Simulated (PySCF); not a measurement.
# CeH4O2 (Ce(H2O)23+): the cost of one run

Program: PySCF 2.14.0. Level of theory: TPSS, Ce lcecp-1-SVP with ECP47, O def2-SVP, H def2-SVP; scalar-relativistic core potentials, no spin–orbit coupling. These are calculated values, not measurements.

4 further runs of the same task are left out: 2 for a known fault of the program, 1 that didn't finish, 1 set aside as unsound or not needed.

## 1. The system as given

7 atoms, charge 3, spin multiplicity 1.

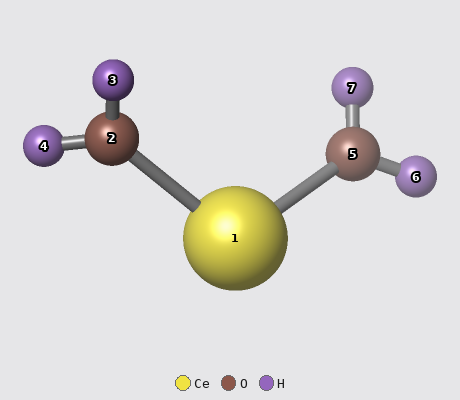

The geometry (cerium yellow, oxygen brown, hydrogen purple); atoms are numbered from 1 in the order of the file.

As a file:

```tsv
atom	x (Å)	y (Å)	z (Å)
Ce1	0.3220	-1.1232	0.0112
O2	-0.0767	0.1859	1.9269
H3	0.3567	1.0432	2.2096
H4	-0.7011	-0.0076	2.6860
O5	0.0266	0.1695	-1.9310
H6	0.2136	-0.0920	-2.8796
H7	-0.3290	1.1004	-2.0231
```

Formal oxidation states: Ce +3. Each metal's 1 4f electrons lie in its core potential, so multiplicities, spins and levels count the valence alone. An earlier session relaxed this geometry at TPSS, Ce lcecp-1-SVP with ECP47, O def2-SVP, H def2-SVP (singlet, point group C1).

Its energy there is -183.840802 Eh.

## 2. Atoms moved at random, σ = 0.15 Å

run.py (the lines that set the calculation)

```python
mol = gto.M(atom='''
Ce     0.15212    -1.15229    -0.13821
O      0.18383     0.37908     1.94168
H      0.31075     1.06074     2.12764
H     -0.63363    -0.00294     2.62804
O      0.00591     0.15977    -2.01091
H      0.21391    -0.23174    -2.64075
H     -0.42082     1.06370    -1.90748''',
    basis={'Ce': 'lcecp-1-SVP', 'O': 'def2-SVP', 'H': 'def2-SVP'},
    ecp={'Ce': 'lcecp-1-SVP'},
    charge=3, spin=0)
mf = dft.RKS(mol, xc='TPSS')
mf.grids.atom_grid = (50, 194)  # f atoms: unpruned, at least (60, 302)
mf = mf.density_fit()  # fitting sets: Ce AutoAux, O def2-universal-JKFIT, H def2-universal-JKFIT
mf.conv_tol = 1e-08; mf.max_cycle = 55
mf.kernel(dm0)  # dm0: the density of the relaxed state
```

Run with:

```console
$ OMP_NUM_THREADS=2 python run.py
```

**Question.** How long does this run take on 2 threads of Intel Xeon 6975P-C (Granite Rapids), shared host?

About 3.2 s.
